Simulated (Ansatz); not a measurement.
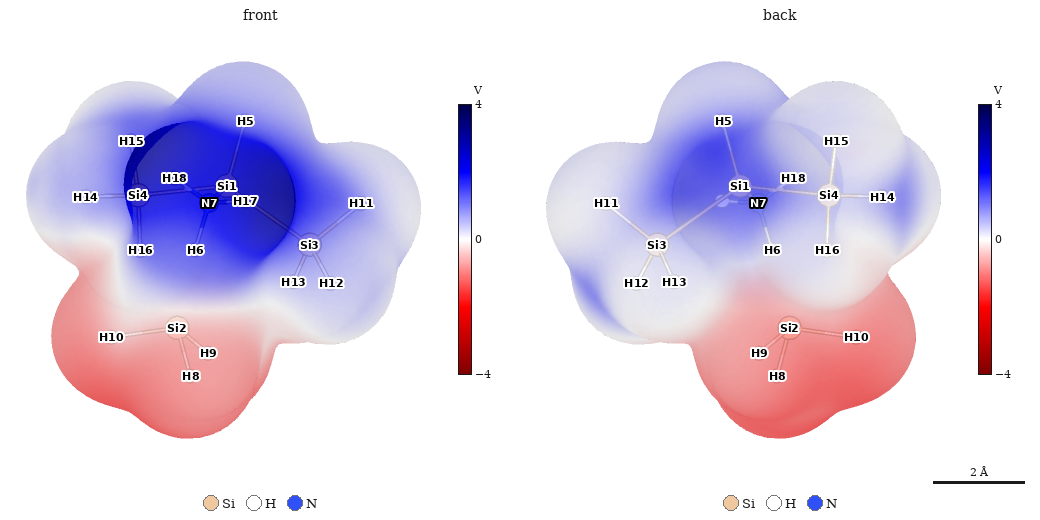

H₁₀NSi₃···H₃Si. The electrostatic potential painted on the density surface at 0.002 e/bohr³, seen from the front and from behind; the colour scale runs from red (negative) to blue (positive).

A transition-state structure; geometry: PBE0-D4/def2-TZVP.

Theory: Ansatz 0.2.0, RKS PBE0-D4/def2-TZVPP.

The calculation's input:

```
crystal:
  periodic: [false, false, false]
  atoms:
    - {symbol: Si, position_ang: [-0.137980, 1.252804, -0.056215]}
    - {symbol: Si, position_ang: [0.489480, -2.001406, 0.237928]}
    - {symbol: Si, position_ang: [-0.266958, 0.461761, -2.245481]}
    - {symbol: Si, position_ang: [-1.637268, 0.369876, 1.486835]}
    - {symbol: H, position_ang: [-0.102824, 2.754599, -0.016315]}
    - {symbol: H, position_ang: [1.516681, -0.114286, 0.567147]}
    - {symbol: N, position_ang: [1.602721, 0.983689, 0.583860]}
    - {symbol: H, position_ang: [1.714922, -2.818068, -0.089888]}
    - {symbol: H, position_ang: [-0.499209, -2.480232, -0.787157]}
    - {symbol: H, position_ang: [-0.009099, -2.640132, 1.506251]}
    - {symbol: H, position_ang: [-0.583080, 1.603473, -3.154066]}
    - {symbol: H, position_ang: [1.043256, -0.098615, -2.671112]}
    - {symbol: H, position_ang: [-1.342497, -0.549419, -2.349885]}
    - {symbol: H, position_ang: [-0.924818, 0.117556, 2.767964]}
    - {symbol: H, position_ang: [-2.709549, 1.373732, 1.763325]}
    - {symbol: H, position_ang: [-2.260201, -0.867048, 0.961729]}
    - {symbol: H, position_ang: [2.341905, 1.317414, -0.029358]}
    - {symbol: H, position_ang: [1.764518, 1.334503, 1.524637]}
basis:
  gaussian: {orbitals: def2-TZVPP}
hamiltonian: {xc: pbe0, dispersion: d4}
output: {orbitals: {seedname: orbitals}}
```

Launched as:

```sh
ansatz run in.yaml --threads 2 --pin off --events-out ev --progress --plain --max-ram 20480MiB --backend cuda --devices 0, --max-vram 18GiB
```

Question: Describe the electrostatic potential map.

Answer: The most negative region (about −1.3 V) lies over H8 and H10, the most positive (about +3.1 V) over H17 and H18.
